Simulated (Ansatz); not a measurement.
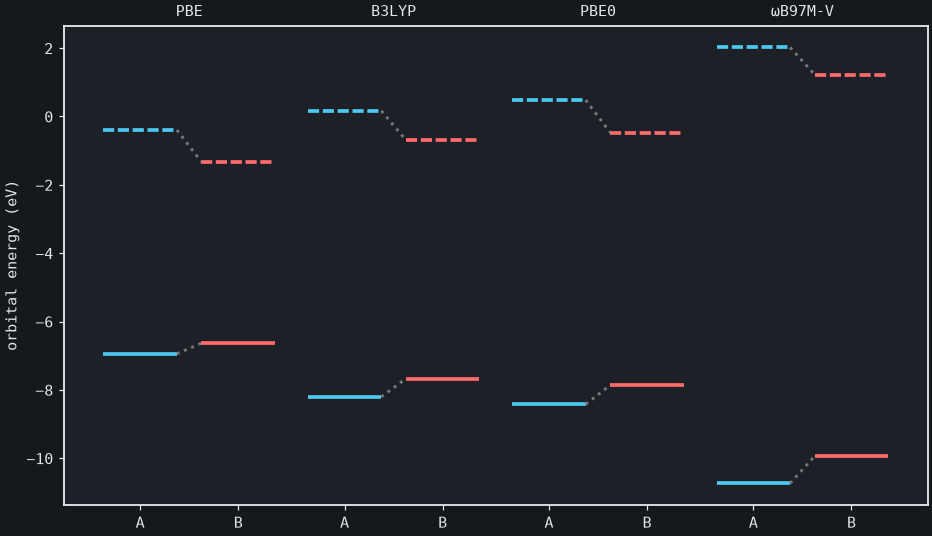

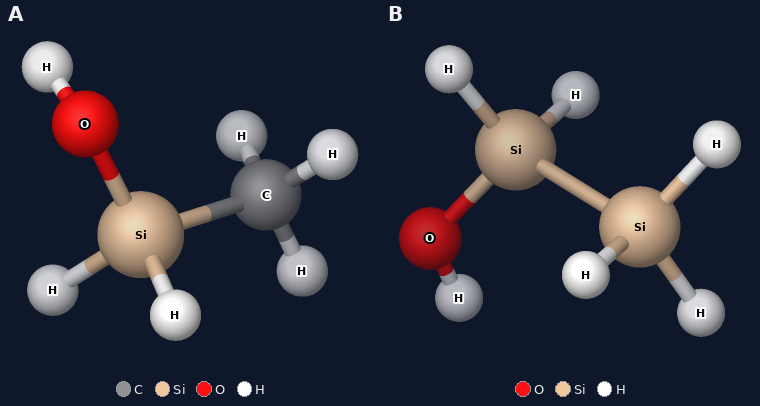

One change: A, CH₆OSi (SMILES C[SiH2]O), becomes B, Si₂H₆O (SMILES O[SiH2][SiH3]). CH₃ on Si is replaced by SiH₃. HOMO (solid) and LUMO (dashed) computed in def2-TZVPP at PBE0-D4/def2-TZVP geometries, both minima by their frequencies, gas phase, the Ansatz code. Empty levels above zero depend strongly on the basis.

What does the change do to HOMO and LUMO?

Answer. PBE: the HOMO rises by 0.31 eV, the LUMO falls by 0.93 eV, and the separation goes from 6.55 to 5.30 eV. B3LYP: the HOMO rises by 0.54 eV, the LUMO falls by 0.85 eV, and the separation goes from 8.37 to 6.98 eV. PBE0: the HOMO rises by 0.56 eV, the LUMO falls by 0.95 eV, and the separation goes from 8.90 to 7.39 eV. ωB97M-V: the HOMO rises by 0.79 eV, the LUMO falls by 0.80 eV, and the separation goes from 12.75 to 11.16 eV.

Do the functionals agree on the effect?

Answer. They agree on the direction for both levels; the HOMO shift lies between 0.31 and 0.79 eV and the LUMO shift between −0.95 and −0.80 eV, while the separations themselves differ by up to 6.2 eV between functionals.
